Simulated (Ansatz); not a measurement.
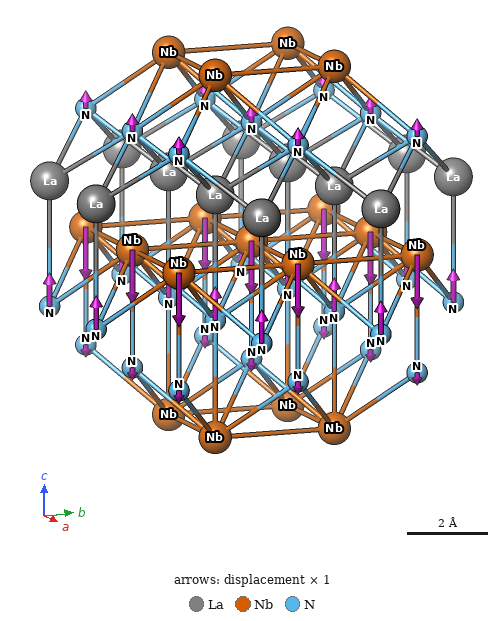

This is a relaxation of crystalline LaNb₂N₃ (a generated structure, set up in P4mm) (coarse preliminary run). The starting structure is drawn; purple arrows show the displacements (the part carried along by the change of the cell is left out), at their true length.

A ball-and-stick model of the atoms within 5.8 Å of the atom that moves most (axes of the cell of the calculation), seen slightly off an axis.

Method: Ansatz, DFT PBE, scalar-relativistic, plane waves, PAW. Settings: plane-wave cutoff 420 eV; k-point mesh 6 × 6 × 2; occupations gaussian; smearing width 0.1 eV; no spin polarisation; cell and atoms relaxed; force threshold 0.04 eV/Å; at most 70 steps.

Q: Atoms of which element are displaced furthest, and by how much?

A: Niobium: up to 1.41 Å, against 0.88 Å for nitrogen.

Q: What happened in the run?

A: The energy falls by 13.678 eV per cell of the calculation in 15 accepted moves (16 points after the start). The largest force component goes from 7.1 to 0.0045 eV/Å. Pressure: −17.82 GPa at the start and −0.31 GPa at the end. The SCF was repeated once at an unchanged geometry on a basis and grid sized afresh for the cell, which shifted the energy by 12.9 meV per cell of the calculation at most. The largest move relative to the cell is that of a Nb atom, 1.41 Å along −c. By element the largest moves are Nb 1.41 Å, N 0.88 Å, La 0.19 Å. The drawn cell changes as follows: a = b 3.235 → 2.904 Å (−10.2 %), c 9.336 → 9.303 Å (−0.4 %); the volume changes by −19.7 %. Near-neighbour distances that change, for instance: N–Nb 3.037 → 1.951 Å, La–Nb 2.791 → 3.802 Å, La–N 3.234 → 2.532 Å, N–Nb 3.019 → 3.688 Å. Among the angles between lasting bonds that change: Nb–N–Nb 108.9° → 144.0°, Nb–N–Nb 109.5° → 125.0°, N–La–N 115.0° → 99.6°. The space group stays P4mm (No. 99). Cost: 57 s on 1 thread of Intel(R) Xeon(R) 6975P-C (Granite Rapids), with other jobs on the host, peak memory 0.41 GiB.
